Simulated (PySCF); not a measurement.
**What a change does: NMR shielding calculation on C2H6Cl2Si**

System: C2H6Cl2Si (Dimethyldichlorosilane).
Method of run 1: GIAO PBE0/cc-pVDZ NMR shielding, non-relativistic, gas phase (PySCF 2.14.0).

The geometry comes from this level: PBE0-D3(BJ)/def2-SVP. Text and figures count atoms from 1; the logs count them from 0 in places.

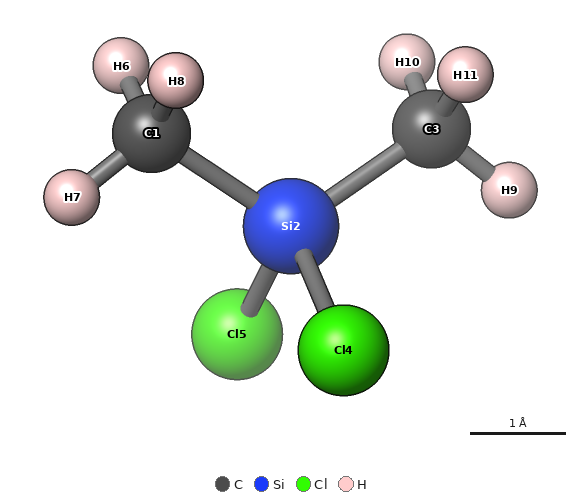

The structure as given in the input (ball-and-stick view, seen at a tilt; atoms are numbered from 1 in the order of the input).

## Input, run 1
```
{"job": {"kind": "nmr", "xc": "PBE0", "basis": "cc-pVDZ", "pop": true}, "charge": 0, "multiplicity": 1}
C      1.458250    -0.575659    -0.373541
Si     0.047339     0.605201    -0.121481
C     -1.518574    -0.174610     0.502643
Cl     0.646983     2.053304     1.233859
Cl    -0.350743     1.557799    -1.918646
H      1.177420    -1.368787    -1.083329
H      2.334314    -0.043803    -0.772613
H      1.739447    -1.041324     0.583583
H     -2.309783     0.581874     0.608465
H     -1.867667    -0.949788    -0.196775
H     -1.346146    -0.638867     1.485915
```

The first line tells a small driver script what to run in PySCF; the rest is the geometry in Å.

Hardware: 1 CPU thread, shared host.

## Output (run 1)
```
coarse grid: 10768 points
cycle   1  E = -1289.2547118793  dE =  3.118e-01  |g| = 4.585e-01  |ddm| = 5.612e+00
cycle   2  E = -1289.2539416549  dE =  7.702e-04  |g| = 4.641e-01  |ddm| = 2.143e+00
cycle   3  E = -1289.3124202159  dE = -5.848e-02  |g| = 3.475e-02  |ddm| = 1.056e+00
cycle   4  E = -1289.3127513027  dE = -3.311e-04  |g| = 9.387e-03  |ddm| = 1.012e-01
cycle   5  E = -1289.3127743320  dE = -2.303e-05  |g| = 3.689e-03  |ddm| = 2.660e-02
cycle   6  E = -1289.3127782942  dE = -3.962e-06  |g| = 2.490e-04  |ddm| = 8.259e-03
final grid: 90072 points
cycle   7  E = -1289.3359452885  dE = -9.234e-06  |g| = 6.431e-03  |ddm| = 3.987e-02
cycle   8  E = -1289.3359424384  dE =  2.850e-06  |g| = 7.250e-03  |ddm| = 2.416e-02
cycle   9  E = -1289.3359562252  dE = -1.379e-05  |g| = 4.449e-04  |ddm| = 1.293e-02
cycle  10  E = -1289.3359562825  dE = -5.738e-08  |g| = 6.550e-05  |ddm| = 1.182e-03
cycle  11  E = -1289.3359562836  dE = -1.042e-09  |g| = 3.034e-05  |ddm| = 2.390e-04
cycle  12  E = -1289.3359562839  dE = -2.835e-10  |g| = 2.818e-06  |ddm| = 7.950e-05
converged SCF energy = -1289.3359562839

GIAO shielding tensors (ppm)
atom      isotropic    diamagn.    paramagn.     s11        s22        s33       span
  0 C      189.171     246.054     -56.883    179.265    187.236    201.012     21.747
  1 Si     369.905     883.399    -513.494    363.532    364.286    381.897     18.365
  2 C      189.249     246.057     -56.809    179.336    187.352    201.058     21.722
  3 Cl     901.036    1148.823    -247.787    798.304    904.087   1000.716    202.412
  4 Cl     901.298    1148.786    -247.487    802.566    900.747   1000.583    198.017
  5 H       30.809      29.618       1.191     26.898     28.193     37.337     10.440
  6 H       30.500      28.250       2.251     26.849     28.342     36.311      9.462
  7 H       30.809      29.586       1.223     26.855     28.306     37.266     10.411
  8 H       30.499      28.245       2.253     26.839     28.315     36.342      9.503
  9 H       30.810      29.607       1.202     26.891     28.211     37.327     10.436
 10 H       30.807      29.595       1.212     26.859     28.289     37.272     10.413
```

For run 2 the input was changed thus:
```diff
-"basis": "cc-pVDZ"
+"basis": "IGLO-III"
```

Predict how the results change.

The total energy of run 2 is 35.0 kcal/mol lower, which measures the change of basis and not a stability. The LUMO goes from 1.07 to 0.55 eV. The dipole moment goes from 2.69 to 2.26 D. Of all shieldings, the largest change is that of Si2, by −66.9 ppm. The SCF takes 13 iterations against 12. The basis functions go from 112 to 262.

## Output (run 2)
```
coarse grid: 10768 points
cycle   1  E = -1289.3139231512  dE =  1.435e-01  |g| = 5.249e-01  |ddm| = 2.515e+00
cycle   2  E = -1289.3119924513  dE =  1.931e-03  |g| = 5.071e-01  |ddm| = 8.236e-01
cycle   3  E = -1289.3704121108  dE = -5.842e-02  |g| = 5.750e-02  |ddm| = 3.991e-01
cycle   4  E = -1289.3709618942  dE = -5.498e-04  |g| = 2.323e-02  |ddm| = 6.577e-02
cycle   5  E = -1289.3710876013  dE = -1.257e-04  |g| = 4.473e-03  |ddm| = 2.321e-02
cycle   6  E = -1289.3710916929  dE = -4.092e-06  |g| = 2.230e-03  |ddm| = 5.233e-03
final grid: 90072 points
cycle   7  E = -1289.3917299953  dE = -8.199e-05  |g| = 8.238e-03  |ddm| = 3.653e-02
cycle   8  E = -1289.3917234000  dE =  6.595e-06  |g| = 9.505e-03  |ddm| = 1.119e-02
cycle   9  E = -1289.3917457722  dE = -2.237e-05  |g| = 7.873e-04  |ddm| = 6.067e-03
cycle  10  E = -1289.3917458704  dE = -9.816e-08  |g| = 2.728e-04  |ddm| = 8.902e-04
cycle  11  E = -1289.3917458869  dE = -1.648e-08  |g| = 7.411e-05  |ddm| = 2.539e-04
cycle  12  E = -1289.3917458882  dE = -1.316e-09  |g| = 8.712e-06  |ddm| = 6.768e-05
cycle  13  E = -1289.3917458882  dE = -1.637e-11  |g| = 1.647e-06  |ddm| = 1.083e-05
converged SCF energy = -1289.3917458882

GIAO shielding tensors (ppm)
atom      isotropic    diamagn.    paramagn.     s11        s22        s33       span
  0 C      175.501     252.080     -76.579    165.242    172.607    188.654     23.412
  1 Si     303.027     884.658    -581.631    289.605    294.912    324.565     34.959
  2 C      175.594     252.057     -76.462    165.328    172.748    188.708     23.380
  3 Cl     859.504    1150.114    -290.610    745.333    839.211    993.967    248.633
  4 Cl     860.107    1150.068    -289.961    748.861    837.182    994.277    245.416
  5 H       30.867      29.632       1.235     27.013     28.470     37.118     10.105
  6 H       30.519      28.171       2.348     26.941     28.655     35.961      9.020
  7 H       30.860      29.590       1.270     26.955     28.591     37.034     10.079
  8 H       30.518      28.158       2.361     26.931     28.628     35.996      9.065
  9 H       30.866      29.618       1.248     27.004     28.489     37.105     10.101
 10 H       30.860      29.596       1.263     26.962     28.573     37.044     10.083
```

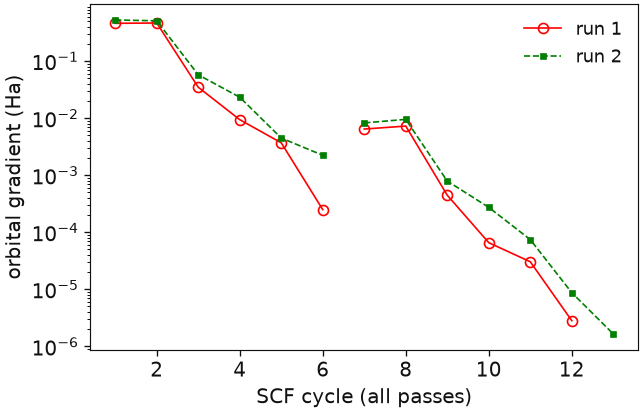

Convergence of the two runs: orbital gradient against the SCF cycle. A break in a curve parts two SCF passes (coarse and final grid). Run 1 takes 12 cycles in all, and run 2 takes 13.

## The two runs side by side

```csv
quantity,run 1,run 2
outcome,converged,converged
total energy (hartree),−1289.335956,−1289.391746
HOMO (eV),−8.54,−8.58
LUMO (eV),1.07,0.55
dipole moment (D),2.69,2.26
shielding of C1 (ppm),189.2,175.5
shielding of Si2 (ppm),369.9,303.0
shielding of C3 (ppm),189.2,175.6
shielding of Cl4 (ppm),901.0,859.5
shielding of Cl5 (ppm),901.3,860.1
shielding of H6 (ppm),30.8,30.9
shielding of H10 (ppm),30.8,30.9
SCF iterations,12,13
basis functions,112,262
wall time (shared host),8 s,25 s
```
